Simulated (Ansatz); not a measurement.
# B on Pd(100): change of the work function

How does B on the top site change the work function of Pd(100) as the layer fills?

Method: plane-wave DFT, PBE, Ansatz PAW, in the first sound run; inputs show where later runs differ, in Ansatz 0.2.0.

### 1. The structure

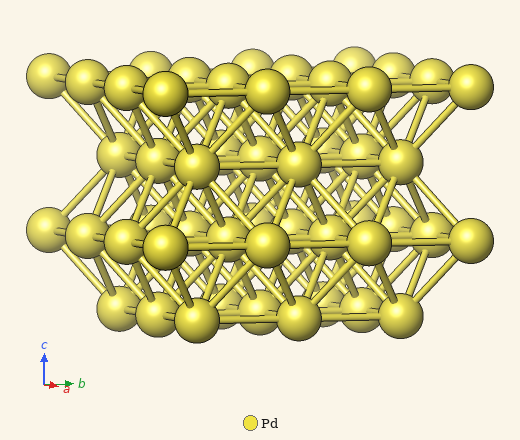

The cell as given, from the side, with the c axis up (palladium yellow). 3×3×1 cells are drawn. Some periodic images of atoms are drawn too.

The cell holds 4 atoms: 4 Pd. Cell: a = 2.751 Å, b = 2.751 Å, c = 23.835 Å, α = 90.0°, β = 90.0°, γ = 90.0°. Vacuum lies along c.

### 2. The clean slab

The bare slab comes first, as the zero from which every change is counted. The two lowest layers are held at bulk places and the upper ones relax. The dipole correction removes the false field that a one-sided slab makes across the periodic vacuum, so each face gets a flat vacuum level of its own.

File input.yaml:

```yaml
crystal:
  lattice:
    - [2.7506453788, 0.0, 0.0]
    - [0.0, 2.7506453788, 0.0]
    - [0.0, 0.0, 23.835]
  atoms:
    - { symbol: Pd, position: [0.5, 0.5, 0.3775959723] }
    - { symbol: Pd, position: [0.0, 0.0, 0.4591986574] }
    - { symbol: Pd, position: [0.5, 0.5, 0.5408013426] }
    - { symbol: Pd, position: [0.0, 0.0, 0.6224040277] }
kpoints:
  mp_grid: { grid: [11, 11, 1] }
hamiltonian:
  xc: pbe
scf:
  occupations: { method: fermi_dirac, width: 0.1 }
  convergence: { dr2_threshold: 1.0e-08 }
efield:
  axis: 3
  dipole_correction: true
  ramp_position: 0.97
  ramp_width: 0.06
relax:
  f_tol: 0.02
  max_steps: 60
  constraints: [{ sites: [0, 1] }]
output:
  write_potential: true
  write_density: true
  volumetric_format: npy
```

Run with:

```console
> ansatz run input.yaml --threads 4 --pin off --max-ram 12288MiB --backend cpu --events-out ev --progress --plain --runs-dir out
```

Numbers of over 12 decimals in the logs are rounded to 6 here.

What it wrote:

```text
Engine: ansatz 0.2.0, aarch64-unknown-linux-gnu
Pseudopotentials: kind: paw
Pseudopotential: Pd, paw, valence charge 18, recommended cutoff 420 eV (normal), Pd.paw.azcp
Functional definition: PBE
  parameter kappa = 0.804
  parameter beta = 0.066725
  exchange = pbe_x(kappa = kappa, mu = beta*pi^2/3)
  correlation = pbe_c(beta = beta)
Crystal: 4 atoms, lattice volume = 180.337 Å³
Basis set: ecut = 420 eV, 3579 PW (Γ), exchange–correlation on 40×40×320 points (8 copies of the dense FFT grid, shifted against one another)
Bands: 44, of which v1, the nominal top of the filled ones, is band 36 counted from 1 (35 counted from 0)
Symmetry: 8 space group operations
k-points: 21 of 121
Non-local potential: Pd, projectors of the file, l = 0: 2, l = 1: 2, l = 2: 2, l = 3: 1
PAW form: soft (Blöchl's): semilocal exchange-correlation on the pseudo side does not see the compensation charge
PAW one-centre angular grid: Pd, 590 points (default); XC on 64 Gauss nodes
Initial density: superposition of atomic densities (neutral atoms: chi_scale 0, normalization atom), corrected by the library's trained network
Initial wavefunctions: pseudopotential atomic-orbital guess
Functional: x = pbe(κ = 0.804, μ = 0.219515), c = pbe(β = 0.066725)
SCF iter   1: F=—  HF=-27890.100199 eV  |F-HF|=—  |Δ(HF+E_count)|=         —  Δρ=8.21e-3  dr2=7.83e-1  ethr=1.77e-3  p=0.000 e·Å  D=1.08e-13 V/Å  ΔV_dip=-0.00 eV  dr2_dipole=9.41e-8  V_vac-E_F(+/−)=4.79/4.79 eV  ⟨swp⟩=8.6  Hψ=4200  notcnv=0  defer=8
efield: sawtooth ramp at fractional position 0.9700 (set: `efield.ramp_position`, or a place that a band, a saddle search or an elastic batch's reference lends), width 0.0600; the density the first Hamiltonian is built on has a dipole p = 0.000 e·Å; the dipole correction subtracts the counter field D = 1.08e-13 V/Å, which shifts the + side's vacuum level by -0.00 eV against the − side's; the planar-averaged density in the ramp window peaks in size at 7.1e-6 e/Å³
preconditioner: auto → LDOS  [metal: Δε(μ)=0.013 eV  Ē_g=7.035 eV  σ=0.100 eV  W_gap=0.03  n_scr=28 (ndim 8)  ℏωp=17.5 eV  f_vac=0.617  D(μ)=8.06/eV (n_scr^D=72)  β→1.0]
SCF iter   2: F=—  HF=-27890.084059 eV  |F-HF|=—  |Δ(HF+E_count)|=   1.61e-2  Δρ=7.04e-3  dr2=1.29e-1  ethr=1.09e-3  p=0.000 e·Å  D=1.61e-5 V/Å  ΔV_dip=-0.00 eV  dr2_dipole=1.70e-7  V_vac-E_F(+/−)=5.14/5.14 eV  ⟨swp⟩=2.7  Hψ=1230  notcnv=0  defer=26
SCF iter   3: F=—  HF=-27890.071522 eV  |F-HF|=—  |Δ(HF+E_count)|=   1.25e-2  Δρ=2.89e-3  dr2=7.72e-2  ethr=1.80e-4  p=0.000 e·Å  D=3.33e-6 V/Å  ΔV_dip=-0.00 eV  dr2_dipole=1.22e-8  V_vac-E_F(+/−)=5.03/5.03 eV  ⟨swp⟩=2.2  Hψ=1422  notcnv=0  defer=26
SCF iter   4: F=—  HF=-27890.069106 eV  |F-HF|=—  |Δ(HF+E_count)|=   2.42e-3  Δρ=7.04e-4  dr2=1.47e-3  ethr=1.07e-4  p=0.000 e·Å  D=1.05e-6 V/Å  ΔV_dip=-0.00 eV  dr2_dipole=3.65e-9  V_vac-E_F(+/−)=5.09/5.09 eV  ⟨swp⟩=1.7  Hψ=928  notcnv=0  defer=26
SCF iter   5: F=—  HF=-27890.069467 eV  |F-HF|=—  |Δ(HF+E_count)|=   3.62e-4  Δρ=2.45e-4  dr2=9.01e-5  ethr=2.05e-6  p=0.000 e·Å  D=2.99e-6 V/Å  ΔV_dip=-0.00 eV  dr2_dipole=3.14e-9  V_vac-E_F(+/−)=5.10/5.10 eV  ⟨swp⟩=2.0  Hψ=1383  notcnv=0  defer=26
SCF iter   6: F=—  HF=-27890.069648 eV  |F-HF|=—  |Δ(HF+E_count)|=   1.81e-4  Δρ=4.93e-5  dr2=6.36e-6  ethr=1.25e-7  p=0.000 e·Å  D=2.65e-7 V/Å  ΔV_dip=-0.00 eV  dr2_dipole=7.80e-11  V_vac-E_F(+/−)=5.09/5.09 eV  ⟨swp⟩=2.0  Hψ=1394  notcnv=0  defer=26
SCF iter   7: F=—  HF=-27890.069653 eV  |F-HF|=—  |Δ(HF+E_count)|=   4.50e-6  Δρ=2.18e-5  dr2=1.13e-6  ethr=8.84e-9  p=0.000 e·Å  D=2.12e-7 V/Å  ΔV_dip=-0.00 eV  dr2_dipole=8.40e-12  V_vac-E_F(+/−)=5.09/5.09 eV  ⟨swp⟩=2.8  Hψ=1609  notcnv=0  defer=26
SCF iter   8: F=—  HF=-27890.069653 eV  |F-HF|=—  |Δ(HF+E_count)|=   2.72e-7  Δρ=7.13e-6  dr2=1.40e-7  ethr=1.57e-9  p=0.000 e·Å  D=8.12e-8 V/Å  ΔV_dip=-0.00 eV  dr2_dipole=3.59e-13  V_vac-E_F(+/−)=5.09/5.09 eV  ⟨swp⟩=2.5  Hψ=1586  notcnv=0  defer=26
SCF iter   9: F=—  HF=-27890.069653 eV  |F-HF|=—  |Δ(HF+E_count)|=   1.32e-7  Δρ=2.67e-6  dr2=1.07e-8  ethr=1.94e-10  p=-0.000 e·Å  D=-1.86e-8 V/Å  ΔV_dip=0.00 eV  dr2_dipole=1.03e-13  V_vac-E_F(+/−)=5.09/5.09 eV  ⟨swp⟩=2.1  Hψ=1357  notcnv=0  defer=26
SCF iter  10: F=-27890.069653 eV  HF=-27890.069653 eV  |F-HF|=1.05e-8  |Δ(HF+E_count)|=   7.47e-8  Δρ=6.02e-7  dr2=5.85e-10  ethr=1.39e-11  p=-0.000 e·Å  D=-1.51e-9 V/Å  ΔV_dip=0.00 eV  dr2_dipole=2.33e-14  V_vac-E_F(+/−)=5.09/5.09 eV  ⟨swp⟩=9.1  Hψ=6018  notcnv=0
SCF 1 converged in 10 iterations: F = -27890.069653 eV  dr2 = 5.85e-10
  greatest PAW one-centre occupation: 0.999 electrons in one spin orbital (limit 2), on the Pd atom at site 0 (counted from 0), in its partial waves of l = 0
relax step   1: F+E_penalty+E_count = -27890.06965335 eV  Δ(F+E_penalty+E_count) = +0.000e0 eV  max|allowed force component| = 2.005e-1 eV/Å  Δτ_max = 0.0000 Å  (10 SCF iters, accepted)
Initial density: handed on by an earlier stage of this run
Initial wavefunctions: those handed on with the density
iter 1 solved again at ethr=1.93e-4 eV; its pass at ethr=3.10e-3 eV (dr2=1.39e-1 eV) is discarded
SCF iter   1: F=—  HF=-27890.110769 eV  |F-HF|=—  |Δ(HF+E_count)|=         —  Δρ=8.18e-3  dr2=1.58e-1  ethr=1.93e-4  p=-0.000 e·Å  D=-2.78e-7 V/Å  ΔV_dip=0.00 eV  dr2_dipole=7.53e-3  V_vac-E_F(+/−)=5.12/5.12 eV  ⟨swp⟩=2.0  Hψ=3630  notcnv=0  defer=25
efield: sawtooth ramp at fractional position 0.9700 (set: `efield.ramp_position`, or a place that a band, a saddle search or an elastic batch's reference lends), width 0.0600; the density the first Hamiltonian is built on has a dipole p = -0.000 e·Å; the dipole correction subtracts the counter field D = -2.78e-7 V/Å, which shifts the + side's vacuum level by +0.00 eV against the − side's; the planar-averaged density in the ramp window peaks in size at 2.3e-6 e/Å³
eigensolver tolerance schedule calibrated: the retry pair's looser diagonalisation under-reported the residual by θ = 0.12 (0.10/decade); ethr = c·dr2/N_el runs at the constant in force after the calibration composes with the one it found (an armed cap, an earlier calibration), c = 9.5e-2
preconditioner: auto → LDOS  [metal: Δε(μ)=0.018 eV  Ē_g=7.176 eV  σ=0.100 eV  W_gap=0.05  n_scr=28 (ndim 8)  ℏωp=17.5 eV  f_vac=0.612  D(μ)=8.11/eV (n_scr^D=72)  β→1.0]
SCF iter   2: F=—  HF=-27890.115007 eV  |F-HF|=—  |Δ(HF+E_count)|=   4.24e-3  Δρ=6.17e-3  dr2=1.85e-1  ethr=1.93e-4  p=0.010 e·Å  D=9.68e-3 V/Å  ΔV_dip=-0.23 eV  dr2_dipole=2.68e-2  V_vac-E_F(+/−)=4.87/5.10 eV  ⟨swp⟩=2.6  Hψ=1712  notcnv=0  defer=25
[...]
SCF iter   7: F=—  HF=-27890.081329 eV  |F-HF|=—  |Δ(HF+E_count)|=   5.83e-5  Δρ=6.60e-5  dr2=1.59e-5  ethr=6.50e-8  p=-0.000 e·Å  D=-1.90e-4 V/Å  ΔV_dip=0.00 eV  dr2_dipole=2.41e-8  V_vac-E_F(+/−)=5.11/5.10 eV  ⟨swp⟩=1.7  Hψ=1044  notcnv=0  defer=26
SCF iter   8: F=—  HF=-27890.081331 eV  |F-HF|=—  |Δ(HF+E_count)|=   2.64e-6  Δρ=2.36e-5  dr2=3.51e-6  ethr=2.11e-8  p=-0.000 e·Å  D=-1.80e-4 V/Å  ΔV_dip=0.00 eV  dr2_dipole=6.77e-8  V_vac-E_F(+/−)=5.11/5.10 eV  ⟨swp⟩=1.6  Hψ=960  notcnv=0  defer=26
SCF iter   9: F=—  HF=-27890.081327 eV  |F-HF|=—  |Δ(HF+E_count)|=   3.86e-6  Δρ=7.43e-6  dr2=2.66e-7  ethr=4.65e-9  p=-0.000 e·Å  D=-1.86e-4 V/Å  ΔV_dip=0.00 eV  dr2_dipole=7.74e-9  V_vac-E_F(+/−)=5.11/5.10 eV  ⟨swp⟩=1.7  Hψ=1059  notcnv=0  defer=26
SCF iter  10: F=—  HF=-27890.081328 eV  |F-HF|=—  |Δ(HF+E_count)|=   2.54e-7  Δρ=2.38e-6  dr2=3.84e-8  ethr=3.52e-10  p=-0.000 e·Å  D=-1.85e-4 V/Å  ΔV_dip=0.00 eV  dr2_dipole=2.02e-9  V_vac-E_F(+/−)=5.11/5.10 eV  ⟨swp⟩=1.9  Hψ=1215  notcnv=0  defer=26
SCF iter  11: F=-27890.081328 eV  HF=-27890.081328 eV  |F-HF|=3.01e-9  |Δ(HF+E_count)|=   2.80e-8  Δρ=1.01e-6  dr2=3.97e-9  ethr=1.33e-11  p=-0.000 e·Å  D=-1.84e-4 V/Å  ΔV_dip=0.00 eV  dr2_dipole=1.53e-11  V_vac-E_F(+/−)=5.11/5.10 eV  ⟨swp⟩=9.3  Hψ=6080  notcnv=0
SCF 2 converged in 11 iterations: F = -27890.081328 eV  dr2 = 3.97e-9
relax step   2: F+E_penalty+E_count = -27890.08132775 eV  Δ(F+E_penalty+E_count) = -1.167e-2 eV  max|allowed force component| = 6.613e-2 eV/Å  Δτ_max = 0.1300 Å  (11 SCF iters, accepted)
SCF iter   1: F=—  HF=-27890.084818 eV  |F-HF|=—  |Δ(HF+E_count)|=         —  Δρ=2.33e-3  dr2=2.70e-2  ethr=1.35e-4  p=-0.000 e·Å  D=-1.84e-4 V/Å  ΔV_dip=0.00 eV  dr2_dipole=5.22e-3  V_vac-E_F(+/−)=5.10/5.09 eV  ⟨swp⟩=3.2  Hψ=1970  notcnv=0  defer=26
efield: sawtooth ramp at fractional position 0.9700 (set: `efield.ramp_position`, or a place that a band, a saddle search or an elastic batch's reference lends), width 0.0600; the density the first Hamiltonian is built on has a dipole p = -0.000 e·Å; the dipole correction subtracts the counter field D = -1.84e-4 V/Å, which shifts the + side's vacuum level by +0.00 eV against the − side's; the planar-averaged density in the ramp window peaks in size at 9.5e-7 e/Å³
preconditioner: auto → LDOS  [metal: Δε(μ)=0.006 eV  Ē_g=7.143 eV  σ=0.100 eV  W_gap=0.01  n_scr=28 (ndim 8)  ℏωp=17.5 eV  f_vac=0.612  D(μ)=8.11/eV (n_scr^D=72)  β→1.0]
SCF iter   2: F=—  HF=-27890.084503 eV  |F-HF|=—  |Δ(HF+E_count)|=   3.15e-4  Δρ=1.57e-3  dr2=1.23e-2  ethr=3.75e-5  p=-0.002 e·Å  D=-2.28e-3 V/Å  ΔV_dip=0.05 eV  dr2_dipole=1.91e-3  V_vac-E_F(+/−)=5.16/5.10 eV  ⟨swp⟩=2.0  Hψ=1605  notcnv=0  defer=26
SCF iter   3: F=—  HF=-27890.082615 eV  |F-HF|=—  |Δ(HF+E_count)|=   1.89e-3  Δρ=5.35e-4  dr2=1.42e-3  ethr=1.71e-5  p=0.000 e·Å  D=1.73e-4 V/Å  ΔV_dip=-0.00 eV  dr2_dipole=1.44e-4  V_vac-E_F(+/−)=5.10/5.10 eV  ⟨swp⟩=2.0  Hψ=1401  notcnv=0  defer=26
SCF iter   4: F=—  HF=-27890.082462 eV  |F-HF|=—  |Δ(HF+E_count)|=   1.53e-4  Δρ=1.64e-4  dr2=7.29e-5  ethr=1.97e-6  p=-0.000 e·Å  D=-4.63e-5 V/Å  ΔV_dip=0.00 eV  dr2_dipole=8.34e-6  V_vac-E_F(+/−)=5.10/5.10 eV  ⟨swp⟩=2.0  Hψ=1289  notcnv=0  defer=26
SCF iter   5: F=—  HF=-27890.082508 eV  |F-HF|=—  |Δ(HF+E_count)|=   4.61e-5  Δρ=3.43e-5  dr2=8.78e-6  ethr=1.01e-7  p=-0.000 e·Å  D=-1.04e-4 V/Å  ΔV_dip=0.00 eV  dr2_dipole=2.83e-6  V_vac-E_F(+/−)=5.10/5.10 eV  ⟨swp⟩=2.6  Hψ=1489  notcnv=0  defer=26
SCF iter   6: F=—  HF=-27890.082511 eV  |F-HF|=—  |Δ(HF+E_count)|=   2.86e-6  Δρ=1.63e-5  dr2=6.88e-7  ethr=1.22e-8  p=-0.000 e·Å  D=-1.01e-4 V/Å  ΔV_dip=0.00 eV  dr2_dipole=5.17e-8  V_vac-E_F(+/−)=5.10/5.10 eV  ⟨swp⟩=1.5  Hψ=1012  notcnv=0  defer=26
SCF iter   7: F=—  HF=-27890.082511 eV  |F-HF|=—  |Δ(HF+E_count)|=   5.42e-7  Δρ=8.26e-6  dr2=2.48e-7  ethr=9.56e-10  p=-0.000 e·Å  D=-1.19e-4 V/Å  ΔV_dip=0.00 eV  dr2_dipole=1.58e-9  V_vac-E_F(+/−)=5.10/5.10 eV  ⟨swp⟩=1.7  Hψ=1075  notcnv=0  defer=26
SCF iter   8: F=—  HF=-27890.082511 eV  |F-HF|=—  |Δ(HF+E_count)|=   1.21e-8  Δρ=3.58e-6  dr2=7.73e-8  ethr=3.44e-10  p=-0.000 e·Å  D=-1.33e-4 V/Å  ΔV_dip=0.00 eV  dr2_dipole=4.99e-10  V_vac-E_F(+/−)=5.10/5.10 eV  ⟨swp⟩=1.1  Hψ=904  notcnv=0  defer=26
SCF iter   9: F=-27890.082511 eV  HF=-27890.082511 eV  |F-HF|=1.41e-8  |Δ(HF+E_count)|=   2.16e-8  Δρ=1.76e-6  dr2=8.25e-9  ethr=1.39e-11  p=-0.000 e·Å  D=-1.33e-4 V/Å  ΔV_dip=0.00 eV  dr2_dipole=1.39e-11  V_vac-E_F(+/−)=5.10/5.10 eV  ⟨swp⟩=8.3  Hψ=6327  notcnv=0
SCF 3 converged in 9 iterations: F = -27890.082511 eV  dr2 = 8.25e-9
relax step   3: F+E_penalty+E_count = -27890.08251139 eV  Δ(F+E_penalty+E_count) = -1.184e-3 eV  max|allowed force component| = 2.317e-3 eV/Å  Δτ_max = 0.0327 Å  (9 SCF iters, accepted)
NSCF: frozen V_eff on 21 k-points
the band table was solved once a step of the walk had ended and its energy, with any forces and stress, was formed, with the checks that follow a solve (5162 applications of the Hamiltonian). They found nothing against the state; the energy, forces and stress were not computed again (output.eigenvalues in the input reference)
WARN: The input density's exchange-correlation potential varies sharply where the density is thin. Do not read a vacuum level from v_tot or v_xc, or from such a field of the output density. On a cell that repeats whose density bears no net charge and no dipole along the vacuum's axis use v_es (v_loc + v_h of the components); under efield.dipole_correction with no amplitude use v_es + v_field, which holds any external [...]
SCF converged after 9 iterations
Free energy (F): -27890.082511 eV
Harris-Foulkes:  -27890.082511 eV  (|F-HF|=1.41e-8)
Internal energy: -27889.825125 eV  (E = F + TS)
E sigma→0 (E₀):  -27889.953818 eV
Entropy (-TS):   -0.257386 eV (-64.347 meV/atom)
Fermi energy:    3.056890 eV
Dipole field:    D = -0.000128 V/Å  (p = -0.000128 e·Å, saw-weighted, corrected)
Work function:   Φ+ = 5.1043 eV   Φ− = 5.1013 eV
Levels:          The Fermi level and band energies are counted from a zero that moves with the ramp; work functions are not
--- Per-component energies (eV) ---
  E_band       = -1731.108538
  E_kinetic    = 2053.375065
  E_local      = -119246.367766  (includes V_loc(G=0)·N_el)
  E_nonlocal   = 870.754068
  E_hartree    = 58376.765173
  E_xc         = -671.926310
  E_vxc        = -842.552198  (∫ρ·V_xc dr)
  E_paw        = -15002.313893  (= ΣΔE_a)
  E_vpaw       = -1319.837399  (= ΣTr[D̂ρ^β])
  E_aug_tail   = 0.000880  (compensation charges beyond the density's cutoff)
  E_efield     = 0.000000  (sawtooth field / dipole correction)
  E_vefield    = 0.000362  (∫n·V_field dr)
  E_ewald      = 45729.887657
  E_smearing   = -0.257386  (= −TS)
  E_closure    = -0.000000  (closes the sum)
  Σ components = -27890.082511   (vs F -27890.082511, Δ=0.00e0)
--- Forces (eV/Å), atoms counted from 1 ---
  atom   1  Pd     0.00000000     0.00000000    -0.18792908
  atom   2  Pd    -0.00000000     0.00000000     0.18365827
  atom   3  Pd     0.00000000     0.00000000     0.00231658
  atom   4  Pd     0.00000000     0.00000000     0.00198802
  max |Σ_I F_I| component: 3.38e-5 eV/Å
--- Band table (eV; the first three rows and the last of 21) ---
  k-point 0: bands = [... 32 lower, 2.4691, 2.5271, 2.5271, 2.9198, 3.0495, 3.1533, 3.1533, 4.1603, ... 4 higher]
  k-point 1: bands = [... 32 lower, 2.2537, 2.2677, 2.7047, 2.7875, 2.9094, 2.9680, 3.1910, 4.5967, ... 4 higher]
  k-point 2: bands = [... 32 lower, 1.9790, 2.1076, 2.5826, 2.6164, 2.9631, 3.1693, 3.2981, 5.4608, ... 4 higher]
  k-point 20: bands = [... 32 lower, 3.2075, 3.2851, 3.5512, 3.6043, 7.0416, 7.8978, 9.1471, 10.0848, ... 4 higher]
--- Relaxed structure (3 steps of the walk, 3 accepted, 0 SCFs on fresh bases) ---
  F+E_penalty+E_count = -27890.08251139 eV   max|allowed force component| = 2.317e-3 eV/Å
  atoms:
    - { symbol: Pd, position: [0.5, 0.5, 0.377596] }
    - { symbol: Pd, position: [0.0, 0.0, 0.459199] }
    - { symbol: Pd, position: [0.5, 0.5, 0.543317] }
    - { symbol: Pd, position: [0, 0.0, 0.626484] }
```

Wall time 11 s (4 threads of Arm Neoverse V2, shared host); peak memory 0.5 GiB.

Relaxation path:

```
step  energy less that of the first step (eV)  largest force component (eV/Å)
   1                                   0.0000                          0.2005
   2                                  -0.0117                          0.0661
   3                                  -0.0129                          0.0023
```

Forces are held to the 8 operations that the run works with; a distortion that breaks them can't arise in this run.

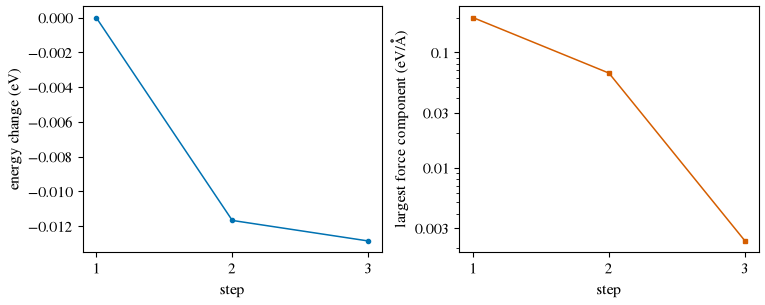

Energy and largest force along the relaxation.

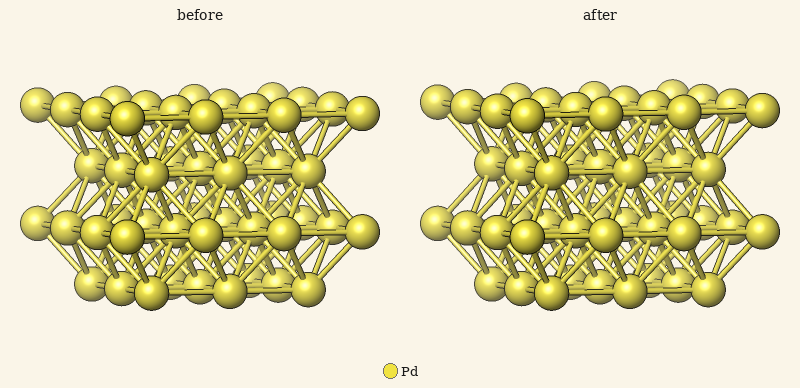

The structure before and after the relaxation, drawn at the same scale.

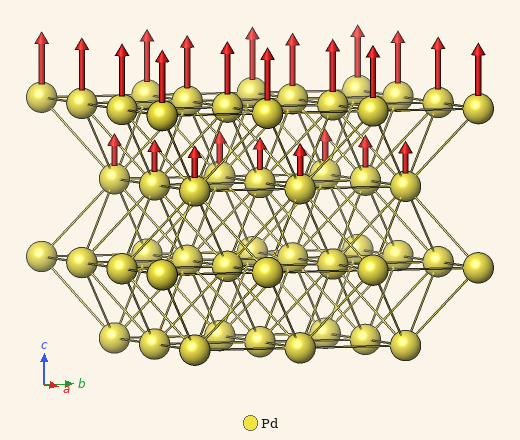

Displacements in the relaxation, exaggerated; the longest in the cell stands for 0.10 Å. 3×3×1 cells are drawn. Some periodic images of atoms are drawn too.

The atoms that moved most (Å):

```
atom     dx     dy     dz  length
 Pd4  0.000  0.000  0.097   0.097
 Pd3  0.000  0.000  0.060   0.060
```

The relaxed structure:

```xyz
4
Lattice="2.7506 0.0000 0.0000 0.0000 2.7506 0.0000 0.0000 0.0000 23.8350" Properties=species:S:1:pos:R:3
Pd    1.3753    1.3753    9.0000
Pd    0.0000    0.0000   10.9450
Pd    1.3753    1.3753   12.9500
Pd    0.0000    0.0000   14.9323
```

This step gave:

```
energy at zero smearing   : -27889.9538 eV
work function, upper face : 5.104 eV
dipole along the normal   : -1.28e-4 e·Å
```

Running mean over 1.945 Å of the planar mean; the ramp of the sawtooth is left out. Electron's electrostatic potential energy less the Fermi level against z:

```
z (Å)  electron's electrostatic potential energy less the Fermi level (eV)
    3                                                                 5.10
    4                                                                 5.10
    5                                                                 5.10
    6                                                                 5.06
    7                                                                 4.54
    8                                                                -1.67
    9                                                                -8.07
   10                                                                -8.46
   11                                                                -8.49
   12                                                                -8.02
   13                                                                -8.43
   14                                                                -8.05
   15                                                                -7.89
   16                                                               -0.965
   17                                                                 4.64
   18                                                                 5.07
   19                                                                 5.10
   20                                                                 5.10
```

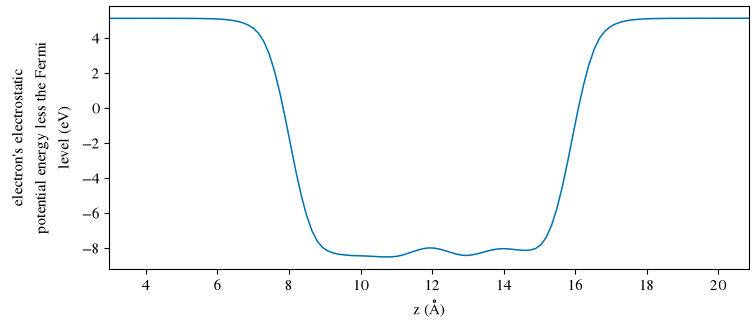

Electron's electrostatic potential energy less the Fermi level, plotted against z.

The relaxation took 3 steps and lowered the energy by 0.013 eV; the largest force on the free atoms ends at 0.0023 eV/Å.

The work function of the upper face is 5.10 eV.

[end of part 1 of 5]

[Logs are printed without paths, hosts, clocks, repeated set-up lines and the standing remarks that a program may print on its own settings, such as how far it seeks lower states.]

[Hosts, paths, dates, database ids (printed as entryN), source tags and the programs' standing remarks are cut or masked in the printed files.]

[Maps of the electrostatic potential energy from Ansatz leave out the sawtooth potential of an applied field or a dipole correction, so their vacuum need not be flat; planar profiles and work functions include it.]
